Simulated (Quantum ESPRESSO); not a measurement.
## Convergence study of the SCF threshold for SbPb (Fm-3m, 2 atoms in the cell)

```
CELL_PARAMETERS angstrom
     -3.15176     0.00000     3.15176
      0.00000     3.15176     3.15176
     -3.15176     3.15176     0.00000
ATOMIC_POSITIONS crystal
  Sb 0.50000 0.50000 0.50000
  Pb 0.00000 0.00000 0.00000
```

Level of theory: LDA (PW92), PseudoDojo standard norm-conserving (LDA) pseudopotentials (plane waves; Quantum ESPRESSO 7.5).

Base settings: ecutwfc = 85 Ry; occupations = smearing; smearing = gauss; degauss = 0.0073499 Ry; potentials = {Sb: Sb.upf, Pb: Pb.upf}; K_POINTS = automatic 5 5 5 0 0 0; conv_thr = 1e-10 Ry; mixing_beta = 0.3.

The mesh stays at the base's, so the ladder's end is converged at best in this setting alone.

Only quantities that move along the ladder and can be compared are tabulated.

The count of work is k-points × plane waves × bands × iterations; it is no time. 

The starting cell comes from a database of computed structures (which also holds hypothetical and non-ambient phases and stackings), without a prior relaxation at this level. Its lattice was rescaled by up to half a per cent.

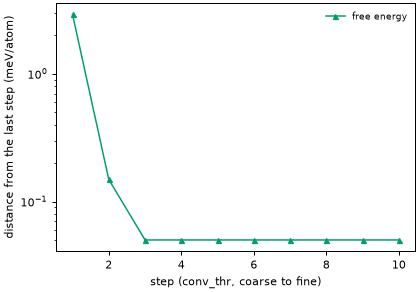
*Distance from the last step along the ladder; very small values are drawn at a floor.*

```tsv
conv_thr	free energy less the last step's (meV/atom)	pressure (GPa)	count of work / last
0.0073 Ry	2.91	-8.54	0.15
0.00073 Ry	0.15	-2.78	0.23
7.3e-05 Ry	0.02	-1.77	0.31
7.3e-06 Ry	0.01	-1.88	0.38
7.3e-07 Ry	0.00	-2.33	0.46
7.3e-08 Ry	0.00	-2.27	0.54
7.3e-09 Ry	0.00	-2.24	0.62
7.3e-10 Ry	0.00	-2.25	0.69
1e-10 Ry	0.00	-2.25	0.77
7.3e-12 Ry	0.00	-2.25	0.92
7.3e-14 Ry	0.00	-2.25	1.0
```

Coarsest conv_thr that holds the pressure within 1 GPa of the last step, with all finer ones: 0.00073 Ry, at 0.23 of the last step's count of work; the step before is off by 6.3 GPa.

Coarsest conv_thr that holds the free energy within 0.5 meV/atom of the last step, with all finer ones: 0.00073 Ry, at 0.23 of the last step's count of work; the step before is off by 2.9 meV/atom.
